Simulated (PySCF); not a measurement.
**CH4BF3OSi2: density, localisation and related maps**

```xyz
12

C    -0.3084    0.2671    0.1387
O     0.8856    0.8840    0.3603
Si    2.3064    0.2731   -0.1529
F     2.7295   -1.0145    0.6832
F     2.2612   -0.1479   -1.6893
F     3.4126    1.3960    0.0489
B    -0.8955   -0.7216   -0.7135
Si   -1.9682    0.3346    0.7988
H    -0.7919   -1.5132   -1.6082
H    -2.4155   -0.3467    2.0524
H    -2.9722    1.3823    0.4407
H    -2.2052   -0.8210   -0.3421
```

Geometry: PBE0-D3(BJ)/def2-SVP.

Computed with PBE0/pcSseg-1, SCF density, gas phase, non-relativistic in PySCF.

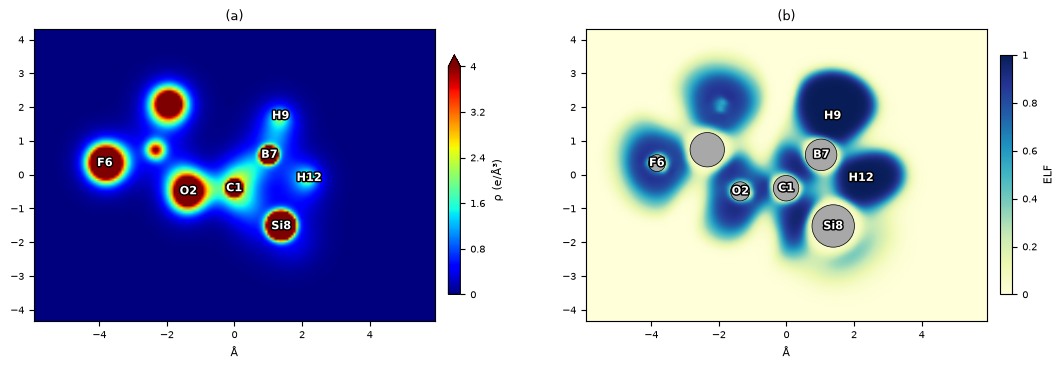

Figure 1. (a) total electron density; (b) ELF on the plane of atoms C1, B7 and H12. Grey discs cover the atomic cores in the ELF map.

Q: Read the bonding off the picture.

A:
- The plane passes through C, O, F, B, Si and H nuclei.
- C–O (1.36 Å): ρ is about 2.2 e/Å³ halfway, with its minimum of 1.8 e/Å³ about 0.5 Å from C; the ELF peaks at about 0.85 between the atoms: a polar covalent bond.
- C–B (1.43 Å): the density is about 1.7 e/Å³ at the midpoint; the ELF peaks at about 0.90 between the atoms, as expected for a covalent bond.
- C–Si (1.79 Å): ρ at the midpoint is about 0.98 e/Å³; the ELF peaks at about 0.85 between the atoms, as expected for localised, covalent bonding.
- Si–B (2.13 Å): ρ at the midpoint is about 0.51 e/Å³; the ELF is about 0.35 at the midpoint.
- B–H (1.20 Å): ρ is about 1.2 e/Å³ halfway; the ELF climbs to about 1 towards the hydrogen, as it does in any bond to H; a covalent bond by its length.
- The ELF also peaks beside O2, F6 and F5, away from the bonds: lone-pair regions.

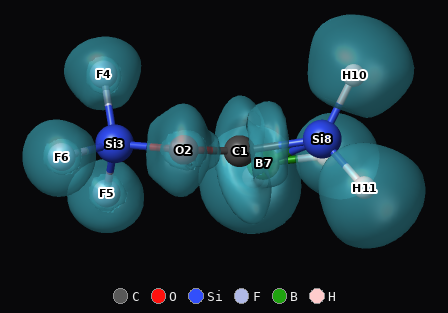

Figure 2. Isosurface of the ELF at 0.75 (cyan), seen from one side. Core shells and regions of very low density are left out.

Q: Where are the electrons localised?

A: At this value the surface marks out four regions around hydrogen nuclei, one region on O in which the atom's valence shell and bonds are merged, three regions wrapped around F (its lone pairs, merged into a ring or cap) and one joined region spread over several atoms (B, C, Si), in which their bonds and any lone pairs are merged.

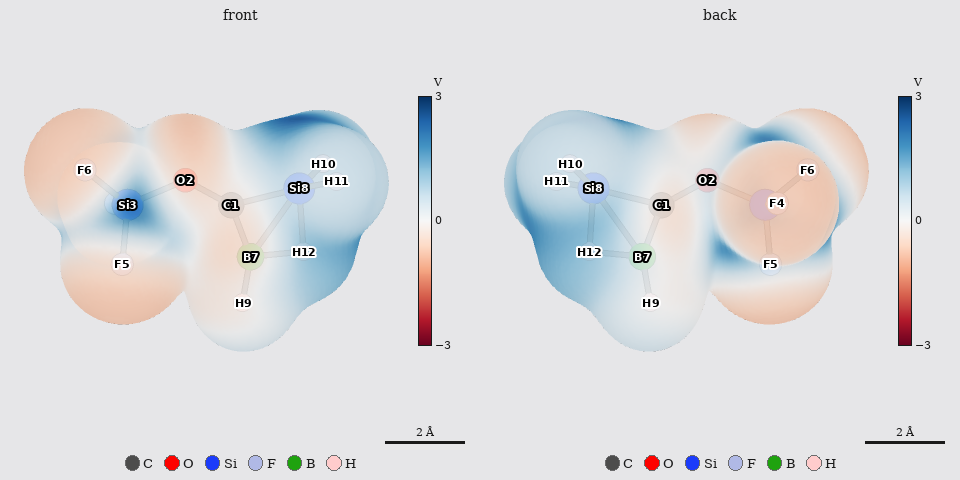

Figure 3. The molecular electrostatic potential painted on the density surface at 0.002 e/bohr³, seen from the front and from behind; red is negative and blue positive.

Q: Which sites attract a positive test charge, and which a negative one?

A: A positive charge is drawn to the negative regions and a negative charge to the positive ones. The most negative region (about −0.7 V, or −16 kcal/mol for a unit charge) lies over O2, F4, F5 and F6, the most positive (about +2.4 V, or +55 kcal/mol for a unit charge) over Si8.

Q: How polar is the molecule by this calculation?

A: Its dipole moment is 3.37 D.
